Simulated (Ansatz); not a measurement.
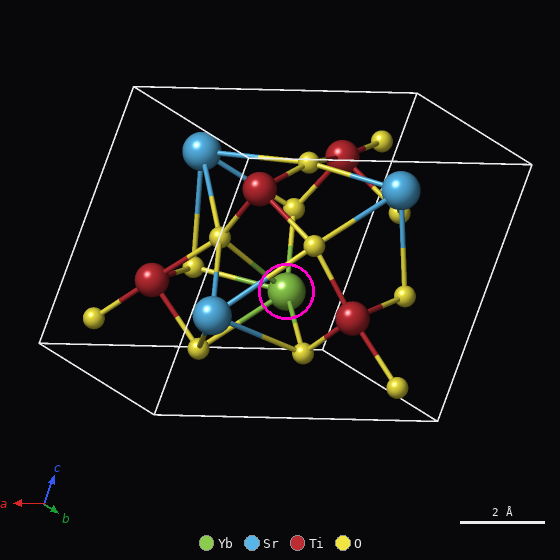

View from a general direction, drawn as a ball-and-stick model. One supercell is outlined, and atoms on its boundary appear in each equivalent place. The host is SrTiO$_{3}$, in a cell of 20 sites, and the cell is neutral. A ring marks the defect's site.

> Where does the cell differ from the host, and how?

Ytterbium on a strontium site (a substitutional impurity). It is bonded to eight O at about 2.5 to 2.6 Å.

The atoms were relaxed in the host's cell with Ansatz, DFT PBE+U, scalar-relativistic, plane waves, PAW.
